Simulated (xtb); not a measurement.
**Molecular dynamics of CH₄AlNS (charge +1) (part 1 of 2)**

The run: molecular dynamics of CH₄AlNS, charge +1, multiplicity 2. Method and program: GFN2-xTB, GBSA solvent n-hexane (xtb 6.7.1).

The starting geometry was optimised with GFN2-xTB.

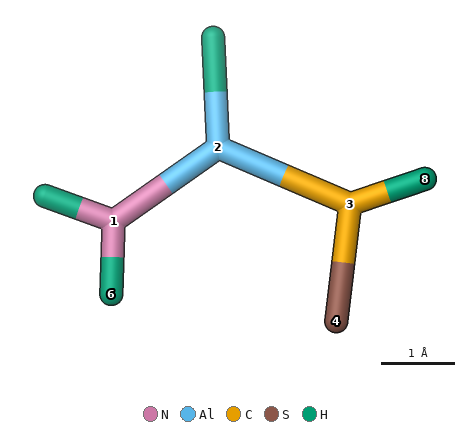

The starting structure (stick view, seen on its broad side; atoms are numbered from 1 in the order of the input). Sticks mark near contacts.

### Input file (mol.json)
```
{
 "schema_name": "qcschema_molecule",
 "schema_version": 2,
 "symbols": [
  "N",
  "Al",
  "C",
  "S",
  "H",
  "H",
  "H",
  "H"
 ],
 "geometry": [
  -1.55679418,
  2.29114175,
  1.11412583,
  1.17268844,
  0.40453367,
  0.66231121,
  1.10564096,
  -2.68919366,
  -1.50331493,
  -1.74312117,
  -2.85422344,
  -2.70191152,
  -1.63894057,
  3.8501658,
  2.22186439,
  -3.28517548,
  2.02818636,
  0.3228975,
  3.71981249,
  1.04944051,
  1.86661477,
  2.40033012,
  -4.18795435,
  -2.08801509
 ],
 "molecular_charge": 1,
 "molecular_multiplicity": 2
}
```

### File detailed.inp
```
$md
   temp=298.15
   time=0.5
   step=4
   dump=48
   hmass=4
   shake=2
   sccacc=2
$end
```

Run on 1 thread of Intel Xeon (Granite Rapids), 16 GiB of memory available, shared host.

Launch command:
```bash
xtb mol.json --md --gbsa n-hexane -I detailed.inp --gfn2 -P 1 > out.txt
```

### What the program printed
```
* xtb version 6.7.1
   ID    Z sym.   atoms
    1    7 N      1
    2   13 Al     2
    3    6 C      3
    4   16 S      4
    5    1 H      5-8

           -------------------------------------------------
          |                Calculation Setup                |
           -------------------------------------------------

          program call               : xtb mol.json --md --gbsa n-hexane -I detailed.inp --gfn2 -P 1
          coordinate file            : mol.json
          omp threads                :                     1

molecular fragmentation (1/2 indicates fragments):
11111121
# atoms in fragment 1/2:     7     1
 fragment masses (1/2) :       88.09        1.01
CMA distance (Bohr)    :   5.282
constraining FC (au)   :  0.0500

           -------------------------------------------------
          |                 G F N 2 - x T B                 |
           -------------------------------------------------

      * Hamiltonian:
        H0-scaling (s, p, d)           1.850000    2.230000    2.230000
        zeta-weighting                 0.500000
      * Dispersion:
        s8                             2.700000
        a1                             0.520000
        a2                             5.000000
        s9                             5.000000
      * Repulsion:
        kExp                           1.500000    1.000000
        rExp                           1.000000
      * Coulomb:
        alpha                          2.000000
        third order                    shell-resolved
        anisotropic                    true
        a3                             3.000000
        a5                             4.000000
        cn-shift                       1.200000
        cn-exp                         4.000000
        max-rad                        5.000000

      * Solvation model:               GBSA
        Solvent                        n-hexane
        Parameter file                 internal GFN2-xTB/GBSA
        Dielectric constant                1.8800E+00
        Reference state                gsolv [1 M gas/solution]
        Free energy shift                  4.6913E-03 Eh       2.9438E+00 kcal/mol
        Temperature                        2.9815E+02 K
        Density                            6.6000E-01 kg/L
        Solvent mass                       8.6180E+01 g/mol
        Interaction kernel             Still
        Born radius scaling (c1)           1.3505E+00
        Born radii integrator          GBOBC
        Born offset                        0.0000E+00 a0       0.0000E+00 AA
        H-bond correction              false
        Ion screening                  false
        Surface tension                    1.0000E-05 Eh       1.5569E+01 dyn/cm
        Grid points                               230 per atom

          ...................................................
          :                      SETUP                      :
          :.................................................:
          :  # basis functions                  32          :
          :  # atomic orbitals                  30          :
          :  # shells                           14          :
          :  # electrons                        21          :
          :  max. iterations                   250          :
          :  Hamiltonian                  GFN2-xTB          :
          :  restarted?                      false          :
          :  GBSA solvation                   true          :
          :  PC potential                    false          :
          :  electronic temp.          300.0000000     K    :
          :  accuracy                    1.0000000          :
          :  -> integral cutoff          0.2500000E+02      :
          :  -> integral neglect         0.1000000E-07      :
          :  -> SCF convergence          0.1000000E-05 Eh   :
          :  -> wf. convergence          0.1000000E-03 e    :
          :  Broyden damping             0.4000000          :
          :  net charge                          1          :
          :  unpaired electrons                  0          :
          ...................................................

 iter      E             dE          RMSdq      gap      omega  full diag
   1    -10.9931853 -0.109932E+02  0.202E+01    1.13       0.0  T
   2    -11.0153162 -0.221309E-01  0.923E+00    1.37       1.0  T
   3    -10.3400637  0.675253E+00  0.107E+01    0.26       1.0  T
   4    -11.0456210 -0.705557E+00  0.447E+00    1.04       1.0  T
   5    -11.0565716 -0.109506E-01  0.210E+00    1.16       1.0  T
   6    -11.0626347 -0.606317E-02  0.160E+00    1.09       1.0  T
   7    -11.0632501 -0.615338E-03  0.136E+00    1.11       1.0  T
   8    -11.0657832 -0.253309E-02  0.978E-01    1.08       1.0  T
   9    -11.0419536  0.238296E-01  0.240E+00    1.08       1.0  T
  10    -11.0661639 -0.242104E-01  0.735E-01    1.06       1.0  T
  11    -11.0671676 -0.100367E-02  0.315E-01    1.06       1.0  T
  12    -11.0672106 -0.429784E-04  0.277E-01    1.06       1.0  T
  13    -11.0674543 -0.243712E-03  0.128E-01    1.06       1.0  T
  14    -11.0674843 -0.300663E-04  0.872E-02    1.06       1.0  T
  15    -11.0675060 -0.216996E-04  0.477E-02    1.06       1.0  T
  16    -11.0675152 -0.911101E-05  0.192E-03    1.06      18.4  T
  17    -11.0675151  0.146604E-07  0.230E-03    1.06      15.4  T
  18    -11.0675152 -0.160693E-07  0.125E-03    1.06      28.3  T
  19    -11.0675152 -0.602005E-08  0.310E-04    1.06     114.0  T
  20    -11.0675152 -0.376733E-09  0.190E-05    1.06    1863.9  T

   *** convergence criteria satisfied after 20 iterations ***

         #    Occupation            Energy/Eh            Energy/eV
      -------------------------------------------------------------
         1        2.0000           -0.8718583             -23.7245
       ...           ...                  ...                  ...
         5        2.0000           -0.6138291             -16.7031
         6        2.0000           -0.6087559             -16.5651
         7        2.0000           -0.5860913             -15.9484
         8        2.0000           -0.5689605             -15.4822
         9        2.0000           -0.5261049             -14.3160
        10        1.9240           -0.5051707             -13.7464
        11        1.0760           -0.5004247             -13.6172 (HOMO)
        12                         -0.4614272             -12.5561 (LUMO)
        13                         -0.3357183              -9.1354
        14                         -0.2847389              -7.7481
        15                         -0.2754805              -7.4962
        16                         -0.2337410              -6.3604
       ...                                ...                  ...
        30                          0.9826476              26.7392
      -------------------------------------------------------------
                  HL-Gap            0.0389975 Eh            1.0612 eV
             Fermi-level           -0.4918602 Eh          -13.3842 eV

 SCC (total)                   0 d,  0 h,  0 min,  0.005 sec
 SCC setup                      ...        0 min,  0.000 sec (  3.667%)
 Dispersion                     ...        0 min,  0.000 sec (  0.567%)
 classical contributions        ...        0 min,  0.000 sec (  0.235%)
 integral evaluation            ...        0 min,  0.001 sec ( 14.160%)
 iterations                     ...        0 min,  0.003 sec ( 56.983%)
 molecular gradient             ...        0 min,  0.001 sec ( 23.017%)
 printout                       ...        0 min,  0.000 sec (  1.208%)

         :::::::::::::::::::::::::::::::::::::::::::::::::::::
         ::                     SUMMARY                     ::
         :::::::::::::::::::::::::::::::::::::::::::::::::::::
         :: total energy             -10.956482943294 Eh    ::
         :: total w/o Gsasa/hb       -10.949867437968 Eh    ::
         :: gradient norm              0.060099812107 Eh/a0 ::
         :: HOMO-LUMO gap              1.061176599585 eV    ::
         ::.................................................::
         :: SCC energy               -11.067512000960 Eh    ::
         :: -> isotropic ES            0.123726961397 Eh    ::
         :: -> anisotropic ES         -0.009071617194 Eh    ::
         :: -> anisotropic XC          0.001183283015 Eh    ::
         :: -> dispersion             -0.003775501912 Eh    ::
         :: -> Gsolv                  -0.044731883547 Eh    ::
         ::    -> Gelec               -0.038116378221 Eh    ::
         ::    -> Gsasa               -0.011306793793 Eh    ::
         ::    -> Ghb                  0.000000000000 Eh    ::
         ::    -> Gshift               0.004691288468 Eh    ::
         :: repulsion energy           0.111029057666 Eh    ::
         :: add. restraining           0.000000000000 Eh    ::
         :: total charge               1.000000000030 e     ::
         :::::::::::::::::::::::::::::::::::::::::::::::::::::

           -------------------------------------------------
          |                Property Printout                |
           -------------------------------------------------

    * Orbital Energies and Occupations
```
